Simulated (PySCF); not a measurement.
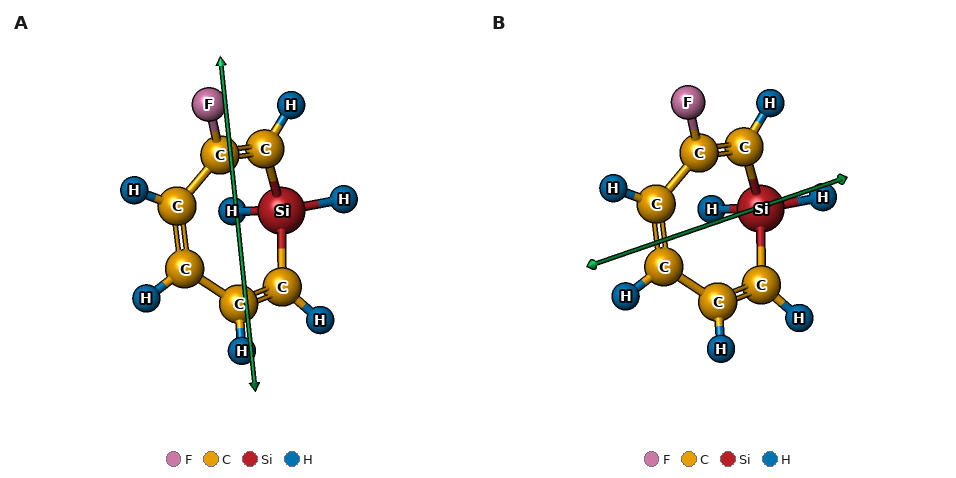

The double arrows show the directions of two transition dipoles from the ground state (lengths mean nothing). Computed geometry: GFN2-xTB optimisation. No frequency run is at hand to confirm it as a minimum. Properties computed with TDDFT PBE0/def2-SVPD, vertical, gas phase, core orbitals frozen in the response (PySCF 2.14.0).

Question: One belongs to singlet state 1 and one to singlet state 4. Which is which?

Answer: A: state 1, 4.15 eV (299 nm), oscillator strength 0.072, mainly HOMO → LUMO (weight 0.96).
B: state 4, 6.18 eV (201 nm), oscillator strength 0.25, of mixed character, with the largest part HOMO → LUMO+1 (weight 0.38).

The geometry is semi-empirical. Around Si such bond lengths and angles can be off by a tenth of an ångström or more and by several degrees, and values that hang on the shape move with them.
